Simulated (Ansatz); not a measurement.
**Two runs on CHN**

System: CHN, charge +1, multiplicity 2.
Method of run 1: UKS PBE-D4/def2-SVP (Ansatz 0.2.0).

The geometry comes from this level: PBE0-D4/def2-TZVPP. Text and figures count atoms from 1; the logs count them from 0 in places.

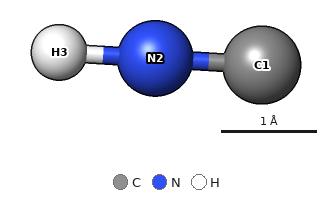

The input geometry (ball-and-stick view, seen at an oblique angle; atoms are numbered from 1 in the order of the input).

**Input file, run 1**
```yaml
crystal:
  periodic: [false, false, false]
  atoms:
    - { symbol: C, position_ang: [0.0, 0.0, -1.09298851] }
    - { symbol: "N", position_ang: [0.0, 0.0, 0.03696961] }
    - { symbol: H, position_ang: [0.0, 0.0, 1.0560189] }
magnetization:
  spin_polarized: true
  initial_magnetization: 1
total_charge: 1
basis:
  gaussian: { orbitals: def2-SVP }
hamiltonian:
  xc: pbe
  dispersion: d4
```

Command:
```bash
ansatz run input.yaml --threads 2 --pin off --max-ram 5120MiB --backend cpu --events-out ev --progress --plain --runs-dir out
```

Hardware: 2 threads of Oxide Virtual Turin-like (Zen 5), 32 GiB of memory available, shared host.

**Output (run 1)**
```
Engine: ansatz 0.2.0, x86_64-unknown-linux-gnu
Functional definition: PBE
  parameter kappa = 0.804
  parameter beta = 0.06672455060314922
  exchange = pbe_x(kappa = kappa, mu = beta*pi^2/3)
  correlation = pbe_c(beta = beta)
388 factors; their error is unknown
mean field evaluation 1: about -2511.0191 eV, gradient 5.9e1 eV
mean field evaluation 2: about -2458.9925 eV, gradient 1.0e2 eV
mean field evaluation 4: about -2524.4354 eV, gradient 7.4e0 eV
mean field evaluation 8: about -2524.6697 eV, gradient 5.8e-2 eV
mean field evaluation 16: about -2524.6697 eV, gradient 1.3e-5 eV
mean field -2524.66969196 eV, -92.7798998969 hartree, gradient 1.3e-5 eV, S^2 0.772287; 0 other end points of the search recorded, 0 dependent functions left out
reference -2524.66971087 eV, -92.7799005920 hartree; 7, 6 occupied and 26, 27 virtual orbitals, 388 factors
Total energy: -2524.68309316 eV, -92.7803923821 hartree
```

For run 2 the input was changed thus:
```diff
-  xc: pbe
+  xc: pbe0
```

Predict how the results change.

The total energies belong to different methods, so their difference says nothing on which is more stable or more accurate. The functional changes from PBE to PBE0.

**Output (run 2)**
```
Engine: ansatz 0.2.0, x86_64-unknown-linux-gnu
Functional definition: PBE0
  parameter a = 0.25
  parameter kappa = 0.804
  parameter beta = 0.06672455060314922
  exchange = (1 - a)*pbe_x(kappa = kappa, mu = beta*pi^2/3) + a*exact_x
  correlation = pbe_c(beta = beta)
341 factors; integrals over basis functions are off by at most 1.3e-3 eV
mean field evaluation 1: about -2514.5259 eV, gradient 5.1e1 eV
mean field evaluation 2: about -2488.0548 eV, gradient 8.8e1 eV
mean field evaluation 4: about -2524.6499 eV, gradient 2.5e0 eV
mean field evaluation 8: about -2524.6871 eV, gradient 5.4e-2 eV
mean field -2524.68719291 eV, -92.7805430451 hartree, gradient 3.2e-5 eV, S^2 0.784708; 0 other end points of the search recorded, 0 dependent functions left out
reference -2524.68720668 eV, -92.7805435512 hartree; 7, 6 occupied and 26, 27 virtual orbitals, 341 factors
Total energy: -2524.69804907 eV, -92.7809420014 hartree
```

**The two runs side by side**

```csv
quantity,run 1,run 2
outcome,converged,converged
total energy (hartree),−92.780392,−92.780942
⟨S²⟩,0.772,0.785
basis functions,33,33
```
